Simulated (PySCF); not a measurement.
**C6H10O3S (SMILES CO[C@]1(OC(C)=O)CCS1): density, localisation and related maps**

The calculation's input:

```
{"job": {"xc": "WP04", "basis": "6-31G*", "kind": "nmr", "pop": true}, "charge": 0, "multiplicity": 1}
C     -0.408633     2.431421    -0.022296
O     -0.720947     1.234682    -0.713536
C     -0.641285     0.092890     0.024714
O      0.632799    -0.100413     0.609912
C      1.668244    -0.449671    -0.188728
C      2.920071    -0.594520     0.630622
O      1.574709    -0.631166    -1.367988
C     -1.243018    -1.103493    -0.719705
C     -2.480638    -1.254462     0.162215
S     -1.899803    -0.017853     1.384069
H     -0.669544     3.241411    -0.698173
H     -1.001843     2.495523     0.896347
H      0.654280     2.479755     0.228642
H      2.846306    -1.505299     1.221591
H      3.779923    -0.658818    -0.028807
H      3.019541     0.243902     1.314132
H     -1.444148    -0.854427    -1.759751
H     -0.583817    -1.968640    -0.680982
H     -2.614833    -2.232730     0.616173
H     -3.405581    -0.921750    -0.301881
```

Launched as:

```sh
OMP_NUM_THREADS=1 python ens_run.py task.json out
```

Geometry: GFN2-xTB.

Theory: WP04/6-31G*, SCF density, gas phase, non-relativistic (PySCF 2.14.0).

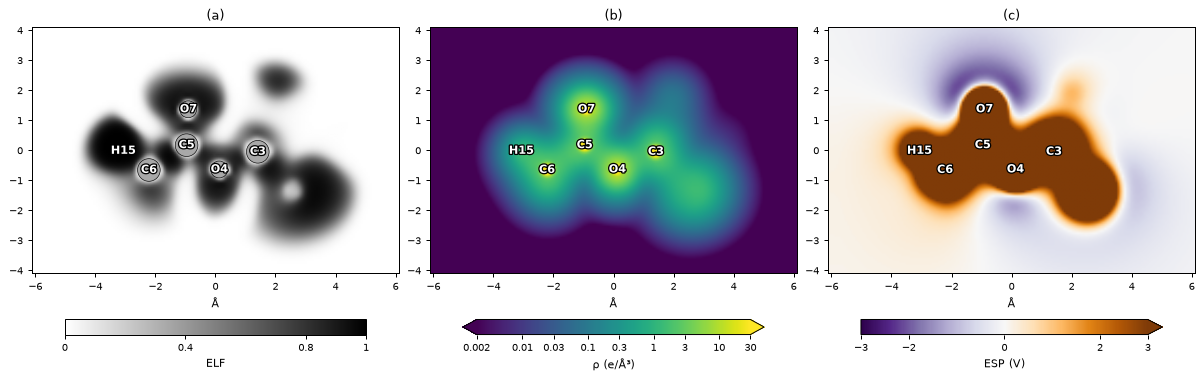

Figure 1. (a) ELF; (b) electron density; (c) molecular electrostatic potential on the plane of atoms C3, O4 and C5. Grey discs cover the atomic cores in the ELF map.

Question: Describe what can be read from this map.

Answer: Atoms in the plane: C, O and H. C–O (1.20 Å): the density is about 3.4 e/Å³ at the midpoint; the ELF peaks at about 0.85 between the atoms (a short, multiple covalent bond). C–C (1.50 Å): ρ at the midpoint is about 1.8 e/Å³; the ELF peaks at about 0.95 between the atoms, as expected for a shared electron pair. C–H (1.09 Å): the density is about 2.1 e/Å³ at the midpoint; the ELF climbs to about 1 towards the hydrogen, as it does in any bond to H (an ordinary covalent bond to hydrogen). C–O (1.35 Å): the density is about 2.4 e/Å³ at the midpoint, with its minimum of 2 e/Å³ about 0.5 Å from C; the ELF peaks at about 0.85 between the atoms: a shared but strongly polarised pair. The ELF also peaks beside S10, O4 and O7, away from the bonds: lone-pair regions. Outside the dense part of the molecule the potential is most negative (−2.1 V) near O7.

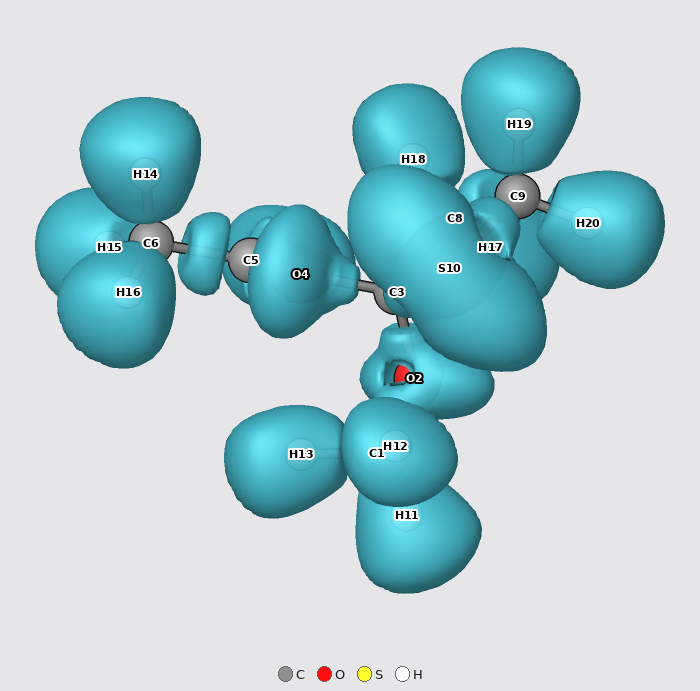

Figure 2. Isosurface of the electron localisation function at 0.75 (cyan), seen at a tilt. Only the valence region is drawn (cores and ρ < 0.01 e/Å³ removed).

Question: Describe the localisation domains.

Answer: The ELF exceeds this value in three regions between bonded C–C atoms (shared pairs), ten regions around hydrogen nuclei, three regions on O in which the atom's valence shell and bonds are merged and one region on S in which the atom's valence shell and bonds are merged.

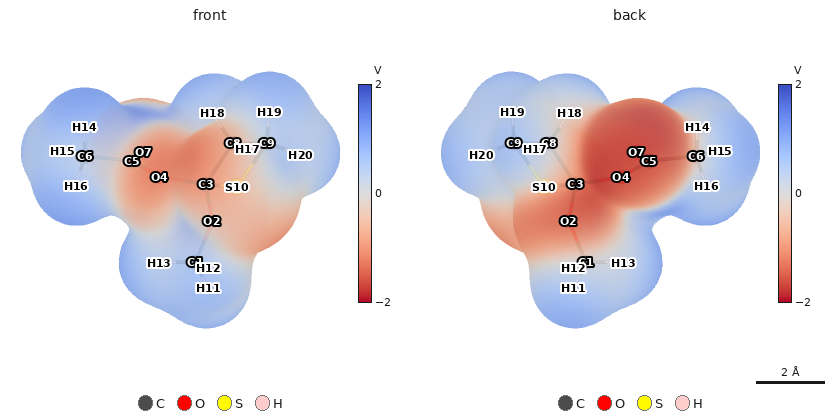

Figure 3. The molecular electrostatic potential painted on the density surface at 0.002 e/bohr³, seen from the front and from behind; red is negative and blue positive.

Question: Describe the electrostatic potential map.

Answer: The most negative region (about −1.7 V) lies over O7, the most positive (about +1.0 V) over C5, H14 and H16. O7 is the likeliest acceptor of a hydrogen bond.

Question: How polar is the molecule by this calculation?

Answer: Its dipole moment is 1.19 D.
